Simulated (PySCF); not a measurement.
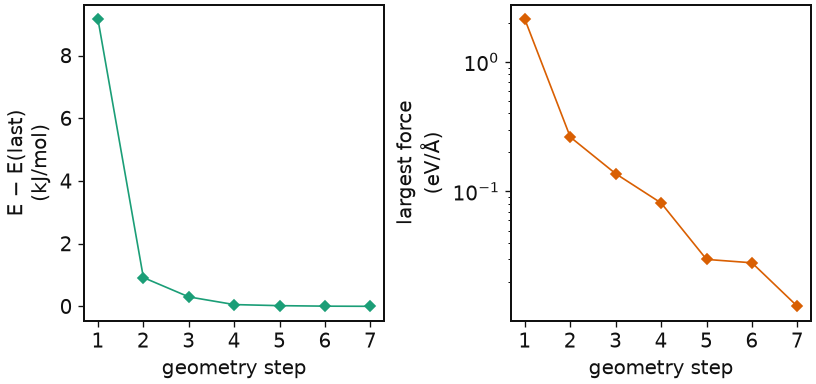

History of a geometry optimisation.

C$_{5}$HNO (SMILES C#CC(=C=O)C#N); PBE0-D3(BJ)/def2-SVP, geometry optimisation in PySCF 2.14.0, density fitting.

Q: How did it end, and what did it gain?

A: The optimisation met its thresholds at geometry 7, counting the start as the first. The energy fell by about 9.2 kJ/mol from the first step to the last. The largest force goes from about 2.1 eV/Å at the start to 0.013 eV/Å at the end.
